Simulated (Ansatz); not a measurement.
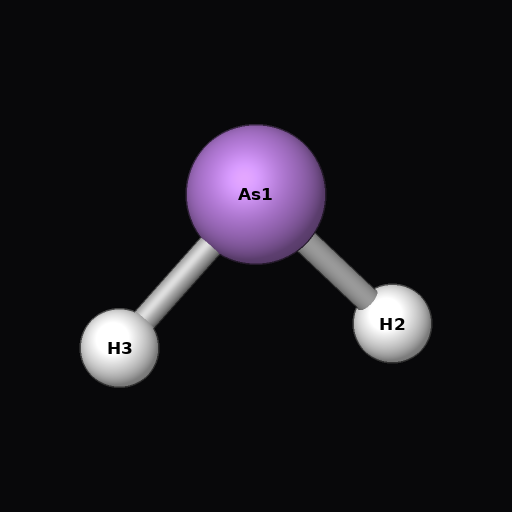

The questions are on Mulliken charges. The species is neutral and a spin doublet. The computed structure is the end point of a PBE-D4/def2-SVP optimisation. No frequency run is at hand to confirm it as a minimum. Level of theory: UKS PBE-D4/def2-SVP (Ansatz 0.2.0).

List the Mulliken charges.

| atom | value (e) |
| --- | --- |
| As1 | 0.04 |
| H2 | −0.02 |
| H3 | −0.02 |

Mulliken values depend strongly on the basis set and can even reverse the polarity of a bond.
